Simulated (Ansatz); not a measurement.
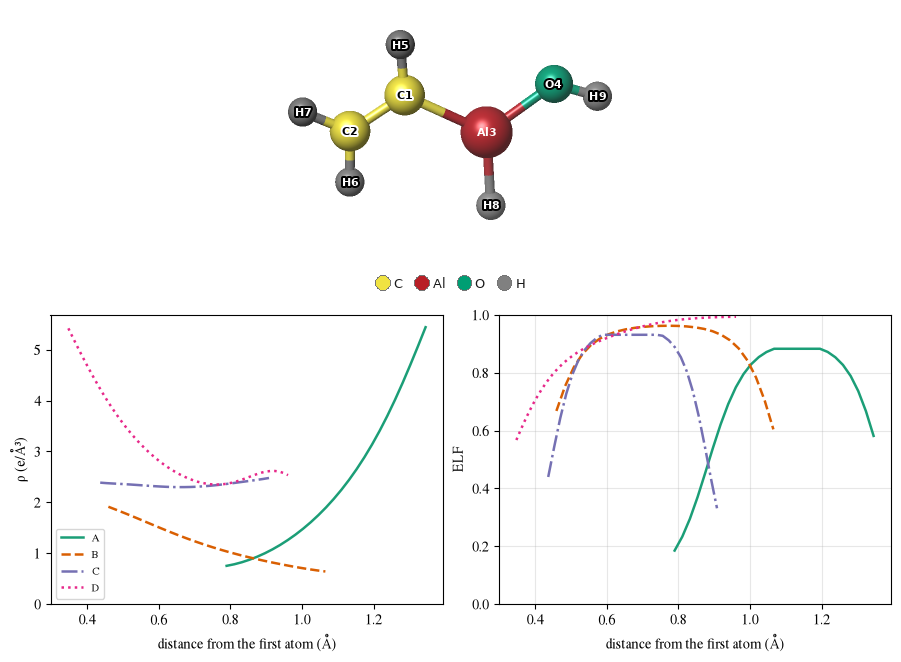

C2H5AlO. Total electron density and ELF along straight lines between neighbouring atoms. The curves leave out the atomic cores. The structure is drawn too.

Geometry: B3LYP-D3(BJ)/def2-SVP.

Method: isolated molecule in a Gaussian basis; Kohn-Sham density functional theory, functional PBE0 (Ansatz).

Input file:

```
crystal:
  periodic: [false, false, false]
  atoms:
    - {symbol: C, position_ang: [-1.001672, 1.406629, -0.012248]}
    - {symbol: C, position_ang: [-0.986860, 0.117386, -0.396340]}
    - {symbol: Al, position_ang: [0.636998, 2.438242, 0.038175]}
    - {symbol: O, position_ang: [0.546318, 4.069071, 0.536778]}
    - {symbol: H, position_ang: [-1.976031, 1.832420, 0.265727]}
    - {symbol: H, position_ang: [-0.059128, -0.390953, -0.691464]}
    - {symbol: H, position_ang: [-1.891376, -0.503794, -0.439293]}
    - {symbol: H, position_ang: [2.022264, 1.785992, -0.371771]}
    - {symbol: H, position_ang: [1.279579, 4.686519, 0.605800]}
basis:
  gaussian:
    orbitals: def2-TZVPD
magnetization:
  spin_polarized: false
hamiltonian:
  xc: pbe0
output: {forces: true, orbitals: {seedname: orbitals}}
```

Launched as:

```sh
ansatz run input.yaml --threads 2 --pin off --max-ram 4350MiB --events-out events.jsonl --progress --plain --runs-dir runs
```

**Which curve belongs to which contact (Al–O, C–Al, C–C and O–H)? The first atom named is at distance zero.**

Curve A: Al–O (1.71 Å): ρ at the midpoint is about 0.87 e/Å³; the ELF peaks at about 0.90 in the valence shell of O, 0.6 Å from its nucleus, and is about 0.35 at the midpoint. Curve B: C–Al (1.94 Å): the density is about 0.75 e/Å³ at the midpoint; the ELF peaks at about 0.95 between the atoms, as expected for a shared but strongly polarised pair. Curve C: C–C (1.35 Å): ρ is about 2.3 e/Å³ halfway; the ELF peaks at about 0.95 between the atoms; a covalent bond. Curve D: O–H (0.96 Å): ρ is about 3.7 e/Å³ halfway; the ELF climbs to about 1 towards the hydrogen, as it does in any bond to H (a covalent bond by its length).
